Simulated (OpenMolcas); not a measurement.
# BCl2F: single-point calculation (part 2 of 2)

Continued. System: BCl2F. Method: CCSD(T)/ANO-L-VTZP, RHF (OpenMolcas 26.06). The geometry comes from this level: GFN2-xTB.

Geometry of the input (Å):
```
F  0.1145  -1.1576  -0.7725
B  0.0051  -0.0589  -0.0433
Cl -1.5401  0.3607  0.5610
Cl 1.4205  0.8558  0.2548
```

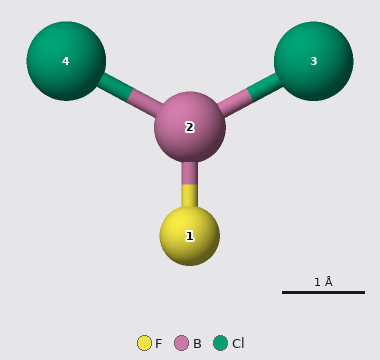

Fig. 1: The structure as given in the input (ball-and-stick view, seen on its broad side; atoms are numbered from 1 in the order of the input).

### The program's output, continued
```
          Orbital           31        32        33        34        35        36        37        38        39        40
          Energy            0.1940    0.1942    0.2006    0.2209    0.2563    0.2848    0.3104    0.3369    0.3377    0.3481
          Occ. No.          0.0000    0.0000    0.0000    0.0000    0.0000    0.0000    0.0000    0.0000    0.0000    0.0000

          Orbital           41        42        43        44        45        46        47        48
          Energy            0.3486    0.3661    0.4031    0.4502    0.4660    0.4765    0.5197    0.5383
          Occ. No.          0.0000    0.0000    0.0000    0.0000    0.0000    0.0000    0.0000    0.0000

--

++    Molecular charges:
      ------------------

      Mulliken charges per centre and basis function type
      ---------------------------------------------------

                F1      B2      CL3     CL4
      1s       1.9999  1.9991  2.0000  2.0000
      2s       1.7628  1.1001  2.0005  2.0005
      2px      1.8898  0.7115  2.0000  2.0000
      2pz      1.7372  0.4130  2.0000  2.0000
      2py      1.6114  0.5199  2.0000  2.0000
      3s      -0.0229 -0.0238  1.7818  1.7818
      3px     -0.0102  0.0911  1.3464  1.4360
      3pz     -0.0064  0.0304  1.7782  1.8431
      3py     -0.0033  0.0657  1.8601  1.7057
      4s       0.0124 -0.0035 -0.0108 -0.0108
      3d2+     0.0028  0.0748  0.0120  0.0081
      3d1+     0.0011  0.0677  0.0105  0.0062
      3d0      0.0023  0.0501  0.0046  0.0052
      3d1-     0.0039  0.0415  0.0012  0.0021
      3d2-     0.0023  0.0805  0.0077  0.0144
      4px      0.0012 -0.0040  0.0121  0.0087
      4pz      0.0019 -0.0027 -0.0020 -0.0044
      4py      0.0044 -0.0018 -0.0029  0.0029
      5s       0.0000  0.0000  0.0084  0.0084
      4d2+     0.0002  0.0116  0.0003 -0.0009
      4d1+     0.0002  0.0023 -0.0001 -0.0009
      4d0      0.0003  0.0030  0.0005  0.0012
      4d1-     0.0011  0.0084  0.0002 -0.0000
      4d2-     0.0001  0.0116 -0.0009  0.0006
      5px      0.0000  0.0000  0.0032  0.0028
      5pz      0.0000  0.0000  0.0005  0.0002
      5py      0.0000  0.0000  0.0003  0.0010
      4f3+     0.0002  0.0376  0.0010  0.0011
      4f2+     0.0002  0.0090  0.0009  0.0003
      4f1+     0.0000  0.0135  0.0008  0.0006
      4f0      0.0001  0.0065  0.0004  0.0004
      4f1-     0.0002  0.0172  0.0001  0.0002
      4f2-     0.0002  0.0265  0.0005  0.0007
      4f3-     0.0002  0.0165  0.0010  0.0013
      Total    8.9934  5.3734 16.8165 16.8167

      N-E      0.0066 -0.3734  0.1835  0.1833

      Total electronic charge=   48.000000

      Total            charge=   -0.000000
--

++    Static properties:
      ------------------

      LoProp Charges per center

                   F1       B2       CL3      CL4
      Nuclear      9.0000   5.0000  17.0000  17.0000
      Electronic  -9.4027  -4.3841 -17.1065 -17.1067

      Total       -0.4027   0.6159  -0.1065  -0.1067
--

++    Natural Bond Order analysis
      ---------------------------
      Based on LoProp computed density
      -------------------------------------------------------------------------------------
      Atom A       Atom B       Bond Order
      -------------------------------------------------------------------------------------
      NBO located      0.997 non-bonded electrons on atom F1
      NBO located      0.980 non-bonded electrons on atom F1
      NBO located      0.999 non-bonded electrons on atom B2
      NBO located      0.986 non-bonded electrons on atom CL3
      NBO located      0.992 non-bonded electrons on atom CL3
      NBO located      0.999 non-bonded electrons on atom CL3
      NBO located      1.000 non-bonded electrons on atom CL3
      NBO located      1.000 non-bonded electrons on atom CL3
      NBO located      1.000 non-bonded electrons on atom CL3
      NBO located      0.985 non-bonded electrons on atom CL4
      NBO located      0.992 non-bonded electrons on atom CL4
      NBO located      0.999 non-bonded electrons on atom CL4
      NBO located      1.000 non-bonded electrons on atom CL4
      NBO located      1.000 non-bonded electrons on atom CL4
      NBO located      1.000 non-bonded electrons on atom CL4
      The remaining    9.859 electrons are to be considered as diffuse
--

++    Molecular properties:
      ---------------------

      Charge (e):
                      =   -0.0000
      Dipole Moment (debye):
      Origin of the operator (angstrom)=   -0.0195    0.1991    0.1338
                   X= -4.7354E-02               Y=  4.3764E-01               Z=  2.7885E-01           Total=  5.2109E-01
      Quadrupole Moment (debye*angstrom):
      Origin of the operator (angstrom)=   -0.0195    0.1991    0.1338
                  XX= -3.5476E+01              XY=  3.8282E-02              XZ=  3.0382E-01              YY= -3.6780E+01
                  YZ= -1.6957E+00              ZZ= -3.5306E+01
      In traceless form (debye*angstrom)
                  XX=  5.6624E-01              XY=  5.7423E-02              XZ=  4.5573E-01              YY= -1.3885E+00
                  YZ= -2.5436E+00              ZZ=  8.2230E-01
--

--- Stop Module: scf /rc=_RC_ALL_IS_WELL_ ---
--- Module scf spent 8 seconds ---

--- Start Module: chcc ---

                                               &CHCC

                       available to each process: 1.9 GB of memory, 1 thread

  Serial run
 Number of Cholesky vectors      1605 on node (host)
 Max Size              :     232497285 in r*8 Words,   1773.8 Mb,  1.7 Gb

 None of OnTheFly/PreCalculate
 algorithm was selected. Using
 default: PreCalculate (1)

     Cholesky Based Closed-Shell CCSD code

 ---------------------------------------------------
 Frozen Orbitals                   :        12
 Occupied Orbitals                 :        12
 Virtual Orbitals                  :       104
 Total number of Cholesky Vectors  :      1605
 ---------------------------------------------------
 Large Virtual Segmentation        :  auto
 Small Vectors Segmentation        :  auto
 Cholesky Vectors Segmentation     :       200
 ---------------------------------------------------
 Generate Scratch Files?                :  Yes
 Precalculate (1) / On-the-Fly (0) Alg. :    1
 3 and 4-ext. MO integrals distribute?  :    1
 Parallel Join of varios MO integrals   :    2
 ---------------------------------------------------
 Convergence Threshold             :  1.00E-06
 Maximum number of Iterations      :        40
 ---------------------------------------------------
 Lun Number for Aux. Matrixes      :        13
 BLAS/FTN Matrix Handling          :         1
 Start from RstFil ?               :        No
 Print level                       :         1
 ---------------------------------------------------

 ===============================
 Autogenerating segmentation
 Nprocs:        1

 Final segmentation (Large/Small/Cholesky):    2   1     200
 ===============================

 Real Allocated Memory :      33342129 in r*8 Words,    254.4 Mb,254.4 Gb

 E2 MP2    : -0.712789005682
 E2 ss     : -0.187726558673
 E2 os     : -0.525062447009

  V4 ints compressing factor:    5.7176462814286184
  Generation of integrals (Reord_chcc) done

 ------------------------
 Starting CCSD iterations
 ------------------------

                   CCSD Energy      Difference

 Iteration :   1 -0.728600916376
 Iteration :   2 -0.744028130245  0.015427213870
 Iteration :   3 -0.744448483895  0.000420353649
 Iteration :   4 -0.745852731697  0.001404247803
 Iteration :   5 -0.745829017532 -0.000023714166
 Iteration :   6 -0.746044303287  0.000215285755
 Iteration :   7 -0.746034758227 -0.000009545061
 Iteration :   8 -0.746075815113  0.000041056886
 Iteration :   9 -0.746074210734 -0.000001604379
 Iteration :  10 -0.746083062574  0.000008851840
 Iteration :  11 -0.746083006003 -0.000000056571

  Final CCSD energy decomposition
 E1 CCSD energy :  0.000000000000
 E2 CCSD energy : -0.746083006003
 E2 CCSD ss     : -0.174034835733
 E2 CCSD os     : -0.572048170270

--- Stop Module: chcc /rc=_RC_ALL_IS_WELL_ ---
--- Module chcc spent 9 minutes 16 seconds ---

--- Start Module: cht3 ---

                                               &CHT3

                       available to each process: 1.9 GB of memory, 1 thread

     Cholesky Based Closed-Shell (T) code

 --------------------------------------------------
 Frozen Orbitals                   :        12
 Occupied Orbitals                 :        12
 Virtual Orbitals                  :       104
 Total number of Cholesky Vectors  :      1605
 --------------------------------------------------
 Large Virtual Segmentation        :         2
 --------------------------------------------------
 Generate Triples Scratch Files?        :   Yes
 Stop after Scratch Files generation?   :   No
 --------------------------------------------------
 Calculating full loop A
 Calculating full loop B
 --------------------------------------------------
 Lun Number for Aux. Matrixes      :        13
 Print level                       :         1
 --------------------------------------------------

 Memory available for (T) calc =     232496659 in r*8 Words   1773.8 Mb  1.7 Gb
 Serial run

  Starting triply with blocked virtuals algorithm

  Virtual orbitals will be treated in blocks of:  104

Number of steps in loopa :      1
Number of steps in loopb :      1

 Creating KMAT, LMAT Scratch Integral Files-----------------------------

 FN,LU=KMATBA                   98
 Create of Integrals done-------------------------------------------------

 # of tasks to be parallelized in t3loop a =                     1
Tsk, nga, ngb, ngc, inc =     1   1   1   1 -.0018561552472105343 0.0000939336474454128      3.1 CPU [s]      3.1 Wall [s]
 t3loopa finished

 Spin case AAA done:  3.0800E+00 CPU [s]  3.1300E+00 Wall [s]

 # of tasks to be parallelized in t3loopb =                     1
Tsk, nga, ngb, ngc, inc =     1   1   1   1 -.0286708468799117093 0.0010630314319937371     27.7 CPU [s]     27.8 Wall [s]
 t3loopb finished

 Spin case AAB done:  2.7670E+01 CPU [s]  2.7800E+01 Wall [s]

 T2-W-T3 contribution from current amplitudes  -3.0527002127E-02

 5th order noniterative E[5] ST correction   1.0630314320E-03

 *************************************************

 Final Results :

   (T)     corr. = -0.029463970695
   CCSD(T) corr. = -0.775546976698

 *************************************************

 sorting cpu & wall        0.175        0.185 (min);   cpu/wall= 0.948
 aaa     cpu & wall        0.051        0.052 (min);   cpu/wall= 0.984
 aab     cpu & wall        0.461        0.463 (min);   cpu/wall= 0.995
 total   cpu & wall        0.688        0.700 (min);   cpu/wall= 0.982
--- Stop Module: cht3 /rc=_RC_ALL_IS_WELL_ ---
--- Module cht3 spent 42 seconds ---

.##################.
.# Happy landing! #.
.##################.

    Timing: Wall=642.01 User=637.42 System=4.38
```

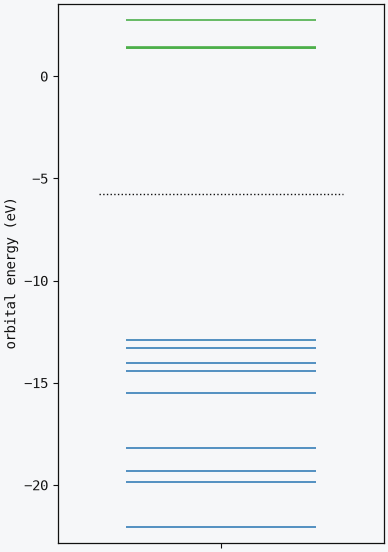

Fig. 2: Orbital energies near the frontier (SCF reference); the dotted line parts filled from empty levels, and levels within 0.02 eV of each other stand side by side. Highest filled −12.93 eV, lowest empty 1.36 eV, 14.29 eV apart.

### Key numbers

| quantity | value |
| --- | --- |
| outcome | converged |
| total energy | −1044.145221 hartree |
| SCF energy | −1043.369674 hartree |
| MP2 energy | −1044.082463 hartree |
| CCSD energy | −1044.115757 hartree |
| correlation energy | −0.775547 hartree |
| (T) correction | −0.029464 hartree |
| basis functions | 128 |
| HOMO of the SCF reference | −12.93 eV |
| LUMO of the SCF reference | 1.36 eV |
| hardware | 1 thread of Arm Neoverse V1, 24 GiB of memory available, shared host |
| wall time | 11 min |
| peak memory | 0.33 GiB |
